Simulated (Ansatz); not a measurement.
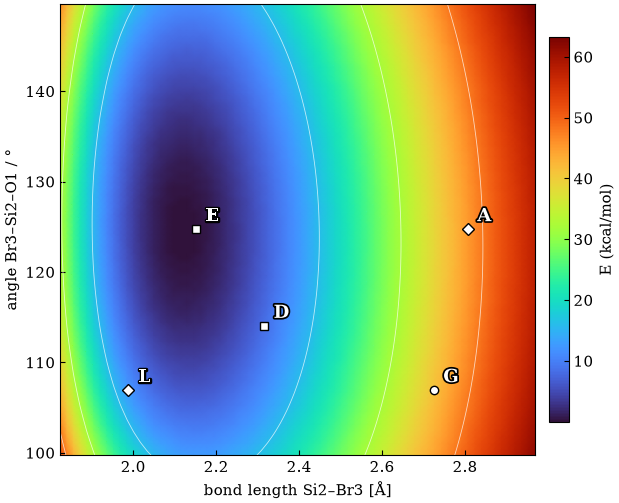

BrH2OSi, SMILES O[SiH+]Br, charge +1. Coordinates scanned: (1) bond length Si2–Br3; (2) angle Br3–Si2–O1. Nothing is relaxed (all other coordinates rigid). Grid: 15 × 15 points. Points are written as (first, second). Energies: kcal/mol, counted from the relaxed molecule at the same level. All numbers below come from Ansatz 0.2.0, RKS PBE-D4/def2-TZVP.

The picture shows a smooth colour map with a few white contour lines, lettered points. Between grid points the surface is interpolated.

Q: Is G the lowest point of the computed grid?

A: No. G lies 41.0 kcal/mol above the lowest grid point, which is at (2.151 Å, 124.7°).

Q: What kind of point is each of A, D, E, G, L: minimum, saddle, maximum or slope?

A: A: on a slope; D: on a slope; E: minimum; G: on a slope; L: on a slope. (In these two coordinates alone; a stationary point may lie a little off the grid point.)

Q: Rank the lettered points by energy, lowest first.

A: E (0.20 kcal/mol), D (8.3 kcal/mol), L (12.5 kcal/mol), G (41.2 kcal/mol), A (45.1 kcal/mol).
